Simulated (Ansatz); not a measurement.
Process, species as SMILES: N#P (N-P) + H+ → P#[NH+]
B3LYP-D3(BJ)/def2-TZVP geometries, fixed; electronic energies without zero-point terms; positive where energy is released.
Largest species:
```
N
H 1 1.0147
P 1 1.4549 2 180.00
```
Charge +1, spin multiplicity 1.

Basis-set convergence of the proton affinity at B3LYP with Ansatz (a program for electronic structure). Cartesian d functions, on some or all atoms, in 6-31G*, 6-311+G**; all else is spherical. The program fits the integrals of some runs and decomposes those of others, by size. The proton sits at the site shown, which need not be the one that binds it best. No added dispersion term, no relativity. Functions are those of the species that has most. Reference: the value in pcseg-4, 198.45 kcal/mol, itself unsure by roughly 0.05 kcal/mol (its mean distance from aug-pcseg-3, aug-cc-pV(Q+d)Z, cc-pV(5+d)Z). Deviations are taken from unrounded values.

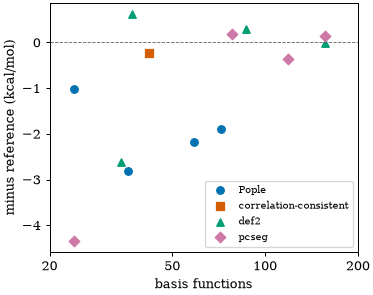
Figure: Deviation from the reference against the number of basis functions, by family of sets.

```json
[
 {"basis": "3-21G", "functions": "24", "proton affinity (kcal/mol)": "197.45", "minus reference (kcal/mol)": "-1.01"},
 {"basis": "pcseg-0", "functions": "24", "proton affinity (kcal/mol)": "194.12", "minus reference (kcal/mol)": "-4.34"},
 {"basis": "def2-SV(P)", "functions": "34", "proton affinity (kcal/mol)": "195.83", "minus reference (kcal/mol)": "-2.62"},
 {"basis": "6-31G*", "functions": "36", "proton affinity (kcal/mol)": "195.64", "minus reference (kcal/mol)": "-2.81"},
 {"basis": "def2-SVP", "functions": "37", "proton affinity (kcal/mol)": "199.08", "minus reference (kcal/mol)": "0.62"},
 {"basis": "cc-pV(D+d)Z", "functions": "42", "proton affinity (kcal/mol)": "198.23", "minus reference (kcal/mol)": "-0.23"},
 {"basis": "6-311+G**", "functions": "59", "proton affinity (kcal/mol)": "196.28", "minus reference (kcal/mol)": "-2.18"},
 {"basis": "6-311++G(2d,2p)", "functions": "72", "proton affinity (kcal/mol)": "196.56", "minus reference (kcal/mol)": "-1.89"},
 {"basis": "pcseg-2", "functions": "78", "proton affinity (kcal/mol)": "198.65", "minus reference (kcal/mol)": "0.19"},
 {"basis": "def2-TZVPP", "functions": "87", "proton affinity (kcal/mol)": "198.75", "minus reference (kcal/mol)": "0.29"},
 {"basis": "aug-pcseg-2", "functions": "119", "proton affinity (kcal/mol)": "198.10", "minus reference (kcal/mol)": "-0.36"},
 {"basis": "def2-QZVPP", "functions": "157", "proton affinity (kcal/mol)": "198.44", "minus reference (kcal/mol)": "-0.02"},
 {"basis": "pcseg-3", "functions": "157", "proton affinity (kcal/mol)": "198.59", "minus reference (kcal/mol)": "0.14"}
]
```
